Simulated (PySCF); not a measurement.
# C9H14Si: NMR shifts in solvents, part 2 of 2

PySCF 2.14.0. Atoms count from 0. Earlier steps stand in the parts before.

### 5 Nuclear shieldings: WP04/pcSseg-1 in chloroform

The job: settings as JSON, then the geometry in Å.

```
{"job": {"kind": "nmr", "xc": "WP04", "basis": "pcSseg-1", "solvent": "chloroform", "pop": false}, "charge": 0, "multiplicity": 1}
C     -2.190224     1.256093    -0.673453
Si    -1.247297    -0.126593     0.185228
C     -1.790217    -1.794338    -0.499502
C     -1.575721    -0.071639     2.038719
C      0.606167     0.084962    -0.112483
C      1.134712     1.213216    -0.757031
C      2.507929     1.356983    -0.956076
C      3.383550     0.368432    -0.511511
C      2.880888    -0.762563     0.132014
C      1.508068    -0.898279     0.326745
H     -1.988240     1.268671    -1.756122
H     -1.924424     2.243541    -0.264260
H     -3.274707     1.120015    -0.536190
H     -1.221684    -2.618670    -0.040871
H     -2.859168    -1.973699    -0.301820
H     -1.630484    -1.842639    -1.588051
H     -2.651112    -0.173824     2.255874
H     -1.047101    -0.887119     2.557134
H     -1.227277     0.880004     2.469474
H      0.464216     1.999783    -1.115161
H      2.895855     2.245015    -1.461784
H      4.459768     0.478062    -0.666964
H      3.562770    -1.541820     0.482173
H      1.133964    -1.794265     0.833283
```

With the program's defaults for keys left out, this is: GIAO WP04/pcSseg-1 NMR shielding, non-relativistic, IEF-PCM chloroform.

Output:

```text
coarse grid: 20080 points
cycle   1  E = -652.8484372844  dE =  8.808e-01  |g| = 9.278e-01  |ddm| = 4.739e+00
cycle   2  E = -652.7646355476  dE =  8.380e-02  |g| = 1.062e+00  |ddm| = 1.779e+00
cycle   3  E = -653.0727289202  dE = -3.081e-01  |g| = 6.436e-02  |ddm| = 9.878e-01
cycle   4  E = -653.0730112858  dE = -2.824e-04  |g| = 4.841e-02  |ddm| = 9.319e-02
cycle   5  E = -653.0736392647  dE = -6.280e-04  |g| = 1.265e-02  |ddm| = 5.391e-02
cycle   6  E = -653.0736810664  dE = -4.180e-05  |g| = 3.386e-03  |ddm| = 1.447e-02
cycle   7  E = -653.0736841052  dE = -3.039e-06  |g| = 4.066e-04  |ddm| = 3.452e-03
final grid: 188008 points
cycle   8  E = -653.1614974563  dE = -7.017e-05  |g| = 9.747e-03  |ddm| = 6.477e-02
cycle   9  E = -653.1614883056  dE =  9.151e-06  |g| = 1.151e-02  |ddm| = 1.899e-02
cycle  10  E = -653.1615225840  dE = -3.428e-05  |g| = 6.452e-04  |ddm| = 9.708e-03
cycle  11  E = -653.1615226541  dE = -7.012e-08  |g| = 3.203e-04  |ddm| = 9.411e-04
cycle  12  E = -653.1615226782  dE = -2.408e-08  |g| = 1.168e-04  |ddm| = 3.875e-04
cycle  13  E = -653.1615226813  dE = -3.127e-09  |g| = 4.213e-05  |ddm| = 1.294e-04
cycle  14  E = -653.1615226818  dE = -4.657e-10  |g| = 9.296e-06  |ddm| = 4.255e-05
converged SCF energy = -653.1615226818

GIAO shielding tensors (ppm)
atom      isotropic    diamagn.    paramagn.     s11        s22        s33       span
  0 C      175.380     257.144     -81.764    172.752    175.413    177.975      5.223
  1 Si     343.106     887.377    -544.271    330.148    338.423    360.746     30.597
  2 C      172.955     256.988     -84.032    169.129    172.775    176.962      7.834
  3 C      172.008     256.852     -84.844    168.317    171.079    176.628      8.311
  4 C       26.853     265.272    -238.420    -61.388    -36.254    178.199    239.587
  5 C       33.442     255.456    -222.013    -84.010     24.123    160.215    244.225
  6 C       39.807     254.989    -215.182    -72.532     29.043    162.911    235.444
  7 C       38.555     255.165    -216.610    -71.756     24.123    163.298    235.053
  8 C       39.768     255.187    -215.419    -72.928     29.222    163.011    235.940
  9 C       32.600     256.322    -223.722    -85.650     22.399    161.051    246.701
 10 H       31.158      33.379      -2.220     27.609     28.746     37.119      9.510
 11 H       31.061      33.306      -2.246     27.360     28.701     37.122      9.762
 12 H       31.305      29.782       1.523     26.982     29.275     37.658     10.676
 13 H       31.100      33.600      -2.500     26.423     29.617     37.261     10.837
 14 H       31.345      29.868       1.477     27.404     28.805     37.827     10.423
 15 H       31.442      32.994      -1.552     27.878     29.293     37.154      9.276
 16 H       31.357      29.825       1.532     27.489     28.676     37.905     10.416
 17 H       31.234      33.377      -2.144     26.747     29.713     37.242     10.494
 18 H       31.465      33.100      -1.636     27.706     29.614     37.074      9.368
 19 H       24.239      36.231     -11.992     19.496     22.483     30.739     11.244
 20 H       24.364      30.301      -5.937     20.869     24.593     27.629      6.760
 21 H       24.344      28.235      -3.892     20.977     25.021     27.034      6.057
 22 H       24.313      30.397      -6.084     20.795     24.557     27.585      6.790
 23 H       24.145      36.086     -11.941     20.033     22.091     30.311     10.278
```

Run time: 2.6 min. Hardware: 1 thread, shared host.

In short: δ C4 146.3, C5 140.1, C7 134.6, C6 133.3, H19 7.36, H20 7.21 ppm (means over like atoms).

### 6 NMR shieldings: wB97X-D/pcSseg-1 in chloroform

Same as in step 5 but for these lines:

```diff
@@ -1,2 +1,2 @@
-{"job": {"kind": "nmr", "xc": "WP04", "basis": "pcSseg-1", "solvent": "chloroform", "pop": false}, "charge": 0, "multiplicity": 1}
+{"job": {"kind": "nmr", "xc": "wB97X-D", "basis": "pcSseg-1", "solvent": "chloroform", "pop": false}, "charge": 0, "multiplicity": 1}
 C     -2.190224     1.256093    -0.673453
```

Level: GIAO wB97X-D/pcSseg-1 NMR shielding, non-relativistic, IEF-PCM chloroform.

Output:

```text
coarse grid: 20080 points
cycle   1  E = -640.6329732636  dE =  1.450e+00  |g| = 3.941e-01  |ddm| = 4.472e+00
cycle   2  E = -640.6636771004  dE = -3.070e-02  |g| = 2.535e-01  |ddm| = 6.931e-01
cycle   3  E = -640.6793847125  dE = -1.571e-02  |g| = 3.150e-02  |ddm| = 2.082e-01
cycle   4  E = -640.6797062940  dE = -3.216e-04  |g| = 1.203e-02  |ddm| = 7.869e-02
cycle   5  E = -640.6797432369  dE = -3.694e-05  |g| = 2.578e-03  |ddm| = 1.332e-02
cycle   6  E = -640.6797454838  dE = -2.247e-06  |g| = 7.332e-04  |ddm| = 4.509e-03
final grid: 188008 points
cycle   7  E = -640.7463806494  dE = -2.814e-04  |g| = 4.472e-03  |ddm| = 6.204e-02
cycle   8  E = -640.7463853066  dE = -4.657e-06  |g| = 2.353e-03  |ddm| = 9.068e-03
cycle   9  E = -640.7463864043  dE = -1.098e-06  |g| = 6.885e-04  |ddm| = 2.327e-03
cycle  10  E = -640.7463865468  dE = -1.426e-07  |g| = 2.632e-04  |ddm| = 1.260e-03
cycle  11  E = -640.7463865645  dE = -1.771e-08  |g| = 6.208e-05  |ddm| = 3.218e-04
cycle  12  E = -640.7463865661  dE = -1.539e-09  |g| = 2.005e-05  |ddm| = 1.228e-04
cycle  13  E = -640.7463865663  dE = -2.012e-10  |g| = 5.767e-06  |ddm| = 4.836e-05
converged SCF energy = -640.7463865663

GIAO shielding tensors (ppm)
atom      isotropic    diamagn.    paramagn.     s11        s22        s33       span
  0 C      188.047     256.824     -68.777    185.105    188.245    190.791      5.686
  1 Si     356.200     883.921    -527.721    343.496    348.927    376.177     32.681
  2 C      185.408     256.371     -70.963    181.352    185.407    189.466      8.114
  3 C      184.321     256.164     -71.843    180.559    183.560    188.843      8.285
  4 C       38.017     263.977    -225.960    -54.326    -24.319    192.697    247.024
  5 C       44.130     254.324    -210.194    -75.375     33.737    174.029    249.404
  6 C       50.108     254.850    -204.742    -64.729     38.539    176.514    241.242
  7 C       48.658     256.071    -207.413    -64.312     33.218    177.067    241.379
  8 C       49.934     255.021    -205.087    -65.439     38.657    176.586    242.025
  9 C       43.270     255.195    -211.925    -76.982     31.645    175.147    252.128
 10 H       30.973      32.628      -1.655     27.060     28.283     37.576     10.516
 11 H       30.861      32.589      -1.728     26.799     28.232     37.552     10.753
 12 H       31.077      29.852       1.225     26.325     28.839     38.067     11.742
 13 H       30.887      32.749      -1.862     25.809     29.216     37.636     11.827
 14 H       31.147      29.936       1.211     26.806     28.377     38.258     11.452
 15 H       31.272      32.203      -0.931     27.315     28.900     37.599     10.284
 16 H       31.167      29.885       1.282     26.907     28.251     38.344     11.438
 17 H       31.033      32.535      -1.503     26.158     29.324     37.616     11.459
 18 H       31.295      32.259      -0.964     27.146     29.241     37.499     10.352
 19 H       23.706      34.913     -11.207     18.808     22.016     30.295     11.486
 20 H       23.811      30.013      -6.201     20.211     24.226     26.997      6.785
 21 H       23.784      28.405      -4.621     20.341     24.675     26.338      5.997
 22 H       23.739      30.092      -6.353     20.114     24.158     26.946      6.832
 23 H       23.595      34.687     -11.091     19.335     21.594     29.856     10.522
```

Run time: 3.2 min. Hardware: 1 thread, shared host.

In short: δ C4 147.3, C5 141.6, C7 136.6, C6 135.3, H19 7.71, H20 7.59 ppm (means over like atoms).

### 7 Comparing the runs: NMR shifts

Shifts (ppm) of some atoms, chosen among heavy atoms and hydrogens apart, means over like atoms, with basis size and wall time:

| run | C4 | C5 | C7 | C6 | H20 | H21 | Si1 | functions | time |
| --- | --- | --- | --- | --- | --- | --- | --- | --- | --- |
| PBE0/pcSseg-1 in chloroform | 146.6 | 140.4 | 135.5 | 134.1 | 7.58 | 7.56 | -4.2 | 247 | 2.5 min |
| PBE0/pcSseg-1 in tetrahydrofuran | 146.8 | 140.6 | 135.6 | 134.3 | 7.60 | 7.59 | -4.2 | 247 | 2.1 min |
| WP04/pcSseg-1 in chloroform | 146.3 | 140.1 | 134.6 | 133.3 | 7.21 | 7.20 | -4.5 | 247 | 2.6 min |
| wB97X-D/pcSseg-1 in chloroform | 147.3 | 141.6 | 136.6 | 135.3 | 7.59 | 7.58 | -3.4 | 247 | 3.2 min |
| measured | – | – | – | – | – | – | -5.1 | – | – |

Measured: solution; W. Buchner, W. Wolfsberger, Z. Naturforsch. 32b (1977) 967.

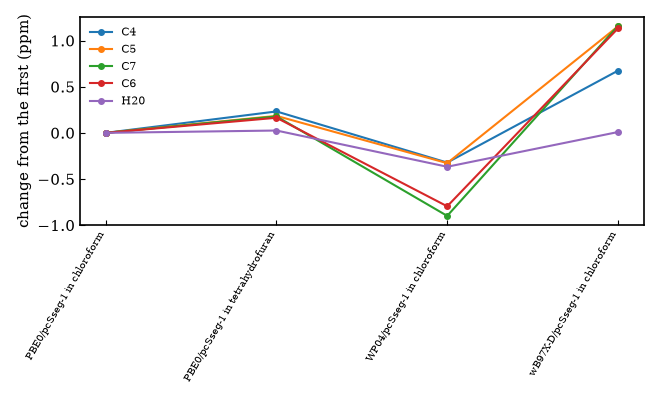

How five of the tabulated atoms move from run to run.

### 8 Results

What follows sums up all 2 parts.

```
                                                                           quantity                                 value
                                                                        point group                                    C1
                                               rotational constants (main isotopes)                  2.03, 0.72, 0.64 GHz
¹³C shifts against TMS (PBE0/pcSseg-1, chloroform, means over atoms taken as alike)  146.6, 140.4, 135.5, 134.1, -0.7 ppm
 ¹H shifts against TMS (PBE0/pcSseg-1, chloroform, means over atoms taken as alike)            7.70, 7.58, 7.56, 0.28 ppm
                                ²⁹Si shifts against TMS (PBE0/pcSseg-1, chloroform)                              -4.2 ppm
                                           measured, and computed on the same scale                  Si1 δ -5.1, -4.2 ppm
                                      range of the shift of C4 (PBE0/pcSseg-1 runs)                    146.6 to 146.8 ppm
```

**Reading.** Relaxing lowered the energy by 0.096 eV in 6 steps; the close pair that moved most is Si1–C2, from 1.910 to 1.883 Å. The one measured ²⁹Si shift is missed by +0.9 ppm (computed less measured, unscaled). Vibration and temperature are missing from the calculation, and it holds one conformer, so part of the miss against the measured shifts is not the functional's. NICS(1)zz of -28 ppm above the planar ring from C4 marks a diatropic (aromatic) ring current. At one level, PBE0/pcSseg-1: In ppm, C4 moves most: its shift spreads over 0.2 ppm, from 146.6 (PBE0/pcSseg-1 in chloroform) to 146.8 (PBE0/pcSseg-1 in tetrahydrofuran). Part of that comes from the computed reference.
